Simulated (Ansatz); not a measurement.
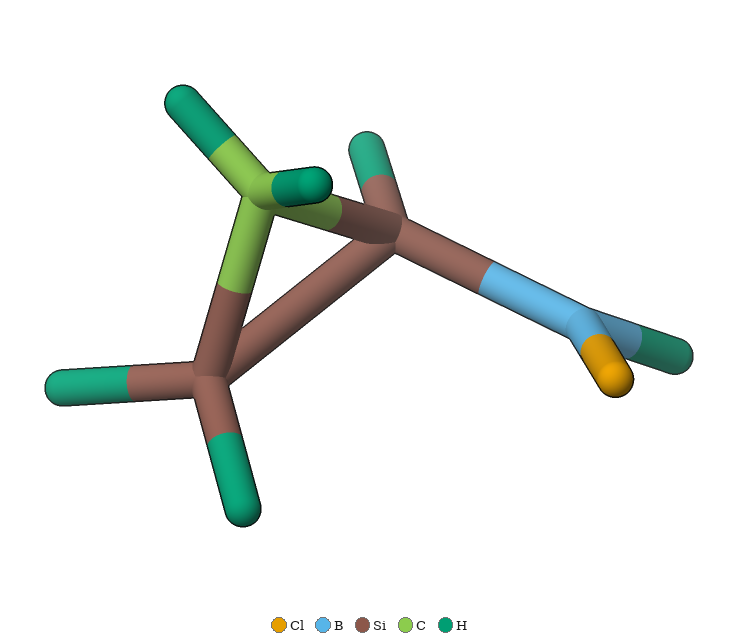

Every bond is drawn as one stick, whatever its order.

Give the formula.

CH₆BClSi₂, 11 atoms: 1 carbon, 6 hydrogen, 1 boron, 1 chlorine and 2 silicon.

Give the symmetry (Schoenflies symbol).

C1.

More results for the same structure follow; atom numbers are the same in all pictures, views and colours differ. Computed geometry: PBE0-D4/def2-TZVP optimisation. No frequency run is at hand to confirm it as a minimum.

## Shape

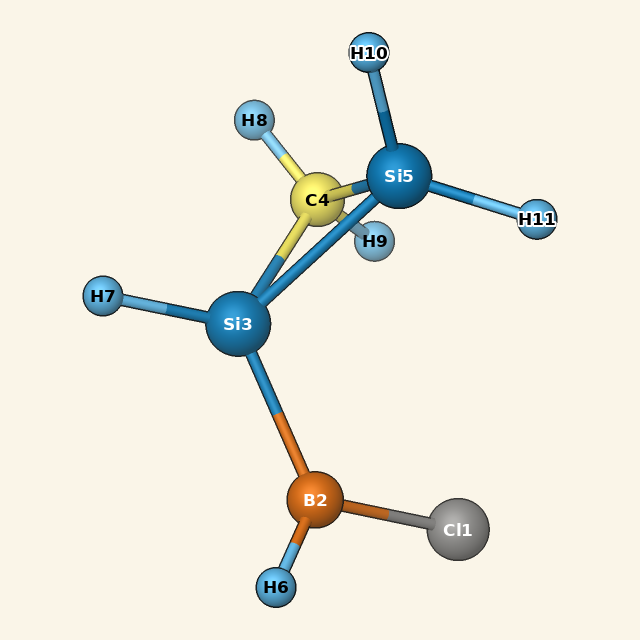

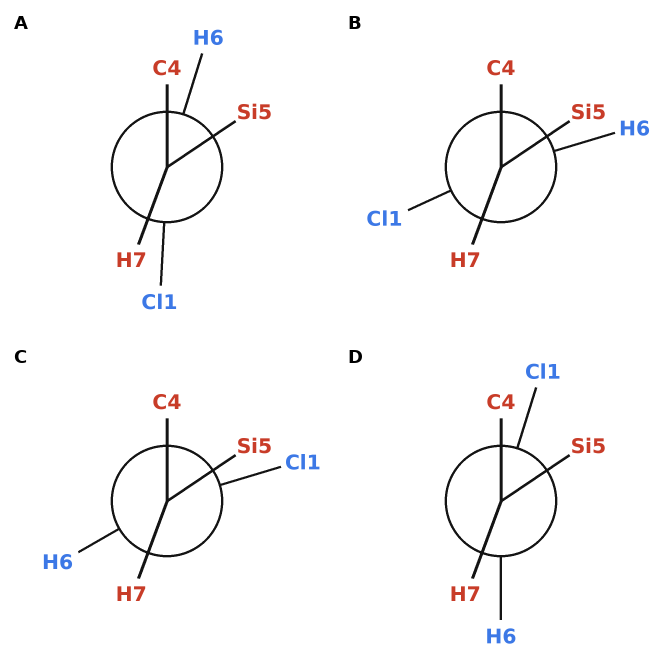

Distant atoms are faded towards the background colour. Bonds that would overlap in a projection are set slightly apart. No frequency run is at hand to confirm it as a minimum.

Which Newman projection shows the view along Si3–B2, with Si3 in front?

D. The torsion angle Si5–Si3–B2–Cl1 is −51°, synclinal (gauche).

## Levels of theory compared

No frequency run is at hand to confirm it as a minimum. Program: Ansatz 0.2.0.

Tabulate HOMO–LUMO gap (eV) at these levels: B3LYP-D4/def2-TZVPP; PBE-D4/def2-TZVPP; PBE0-D4/def2-TZVPP; r2SCAN-D4/def2-TZVPP; ωB97M-V/def2-TZVPP; ωB97X-V/def2-TZVPP.

```tsv
level	HOMO–LUMO gap (eV)
B3LYP-D4/def2-TZVPP	4.18
PBE-D4/def2-TZVPP	2.81
PBE0-D4/def2-TZVPP	4.52
r2SCAN-D4/def2-TZVPP	3.18
ωB97M-V/def2-TZVPP	8.27
ωB97X-V/def2-TZVPP	8.62
```

## Dipole moment

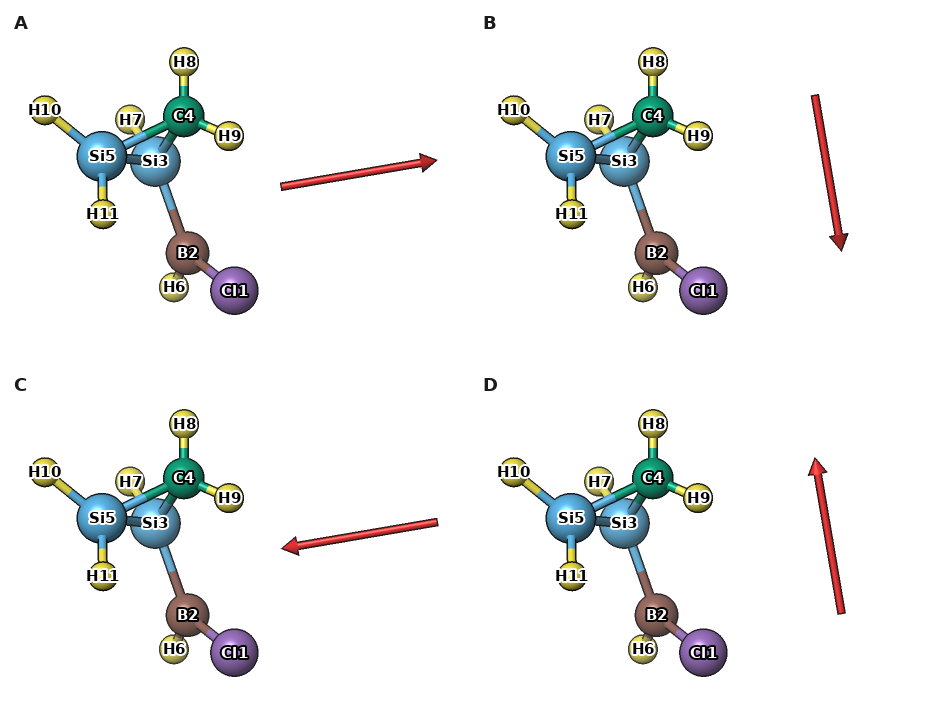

The same molecule four times, each with an arrow. No frequency run is at hand to confirm it as a minimum. Method: RKS B3LYP-D4/def2-TZVPP (Ansatz 0.2.0).

Which arrow points along the dipole moment, from the negative to the positive end?

D. The dipole moment is 1.10 D; it points from the side of Cl1 to the side of H8 (the outermost atoms at the two ends).

## Charges

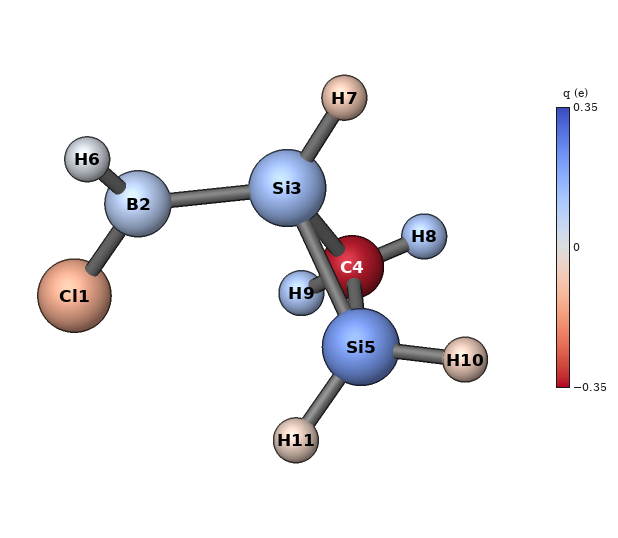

Atoms are coloured by their Mulliken charges. No frequency run is at hand to confirm it as a minimum. Method: RKS r2SCAN-D4/def2-TZVPP (Ansatz 0.2.0).

Which atom carries the highest charge (most positive or least negative)?

Si5 (0.21 e).

And the lowest?

C4 (−0.34 e).

List the Mulliken charges.

```csv
atom,value (e)
Cl1,−0.13
B2,0.08
Si3,0.13
C4,−0.34
Si5,0.21
H6,0.02
H7,−0.07
H8,0.11
H9,0.11
H10,−0.06
H11,−0.05
```

Mulliken values depend strongly on the basis set and can even reverse the polarity of a bond.
